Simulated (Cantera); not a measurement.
A closed system holds: 1 mol SiF4, 1.2 mol H2, equilibrated at 1.00 bar.

These are equilibrium values from Cantera (NASA tables, ideal gas, pure condensed phases), not measurements of a reactor. Candidate condensed phases: Si; 25 gas species. The tables' values for SiF3, SiF2 are old estimates; treat these amounts as uncertain. The numbers say what is thermodynamically allowed, not how fast it happens.

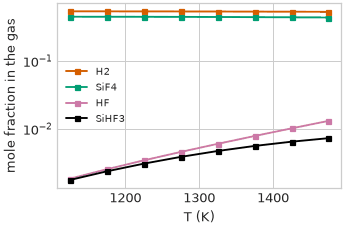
Figure. Equilibrium gas composition (values under 1e-9 drawn at 1e-9)

Read off the mole fractions at 1425 K.

H2 about 0.54, SiF4 about 0.44, HF about 0.010, SiHF3 about 0.0065.
